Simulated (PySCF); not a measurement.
C10H12Si (SMILES [SiH3]CC1=CCc2ccccc21)

Input

```
{"job": {"kind": "nmr", "xc": "PBE0", "basis": "pcSseg-1"}, "charge": 0, "multiplicity": 1}
Si     3.296627     1.465457     0.488940
C      2.364978     1.049597    -1.110727
C      1.213302     0.132306    -0.879137
C      1.169899    -1.208355    -1.060780
C     -0.162804    -1.770991    -0.667696
C     -0.921954    -0.555554    -0.220147
C     -2.219415    -0.422699     0.254536
C     -2.682744     0.850079     0.602729
C     -1.856162     1.968648     0.473934
C     -0.550757     1.840697    -0.003285
C     -0.086753     0.571529    -0.349419
H      4.460827     2.353459     0.179244
H      3.801986     0.206893     1.115178
H      2.406343     2.167879     1.460970
H      2.028687     1.994573    -1.570501
H      3.092003     0.596849    -1.803550
H      1.991280    -1.817203    -1.443003
H     -0.664239    -2.284481    -1.508260
H     -0.075637    -2.522095     0.138762
H     -2.871458    -1.294414     0.356212
H     -3.701460     0.971596     0.978628
H     -2.236422     2.954798     0.750733
H      0.090516     2.720404    -0.098923
```

Run with:

```sh
OMP_NUM_THREADS=1 python probes_run.py task.json out
```

Geometry: PBE0-D3(BJ)/def2-SVP.

Level of theory: PBE0/pcSseg-1, SCF density, gas phase, non-relativistic in PySCF.

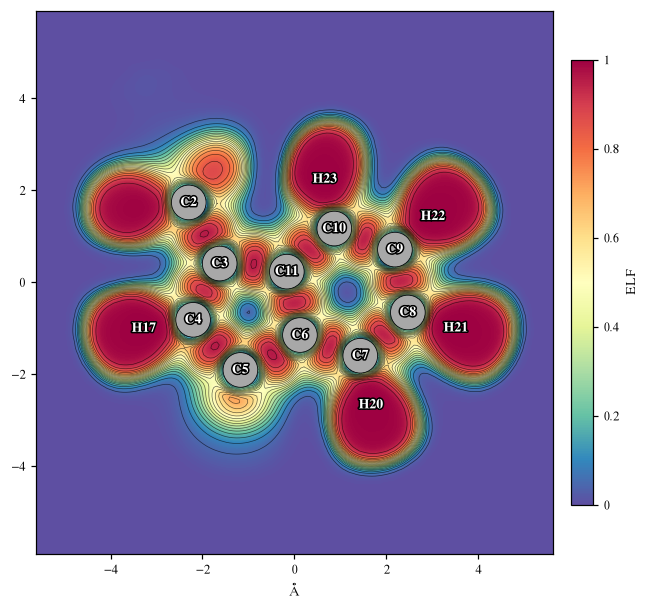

Figure 1. ELF on the plane of atoms C4, C3 and C11. Grey discs cover the atomic cores.

### Interpret the plot.

The section cuts through C and H sites.
C–C (1.35 Å): the ELF peaks at about 0.95 between the atoms; localised, covalent bonding.
C–H (1.09 Å): the ELF climbs to about 1 towards the hydrogen, as it does in any bond to H; an ordinary covalent bond to hydrogen.
C–C (1.39 Å): the ELF peaks at about 0.95 between the atoms; a covalent bond.
C–C (1.47 Å): the ELF peaks at about 0.95 between the atoms (localised, covalent bonding).

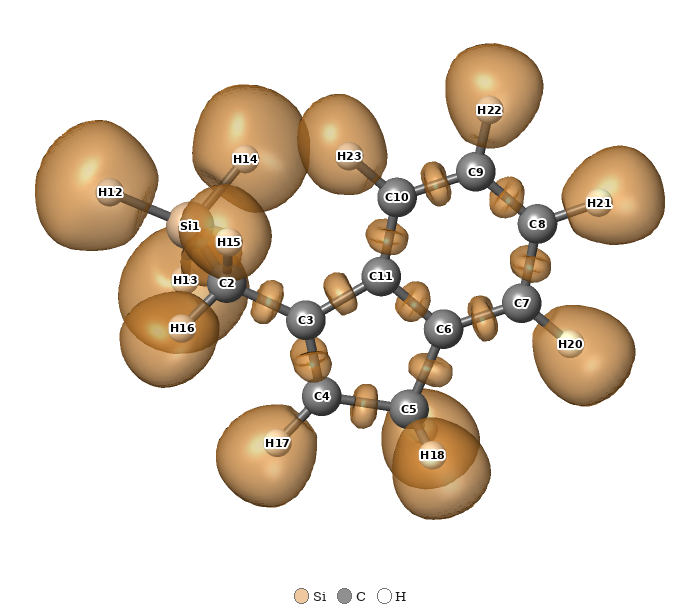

Figure 2. Isosurface of the ELF at 0.85 (orange), seen across its widest extent. Core shells and regions of very low density are left out.

### Where are the electrons localised?

At this value the surface marks out eleven regions between bonded C–C atoms (shared pairs), one region between bonded C–Si atoms (shared pairs) and twelve regions around hydrogen nuclei.


 C–Si (1.90 Å): the ELF peaks at about 0.95 between the atoms, as expected for a shared electron pair.

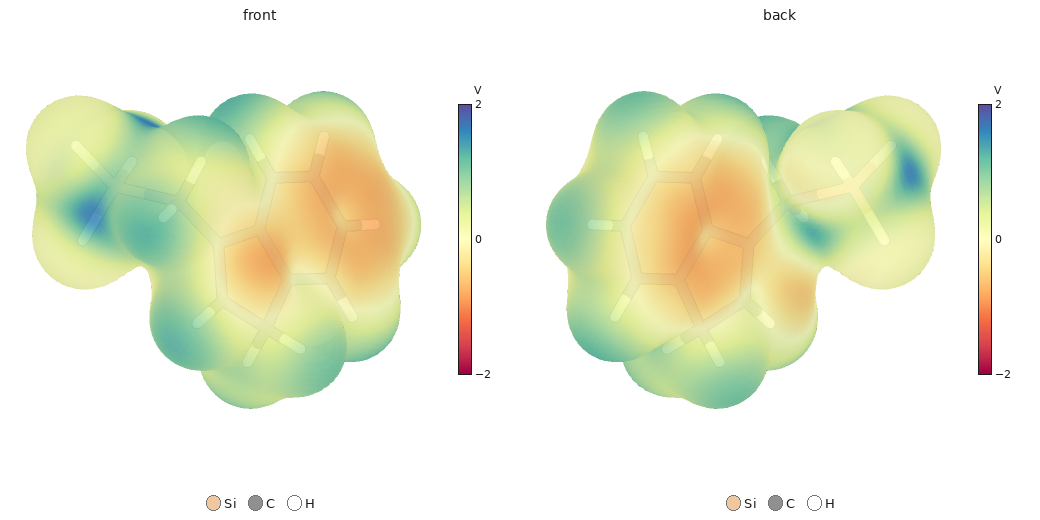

Figure 3. The molecular electrostatic potential painted on the density surface at 0.004 e/bohr³, seen from the front and from behind; the colour scale runs from red (negative) to blue (positive).

### Where is the surface potential most negative and most positive?

The most negative region (about −0.8 V) lies over the π face of the C atoms, the most positive (about +1.6 V) over Si1.

### What dipole moment does the calculation give?

Its dipole moment is 0.82 D.
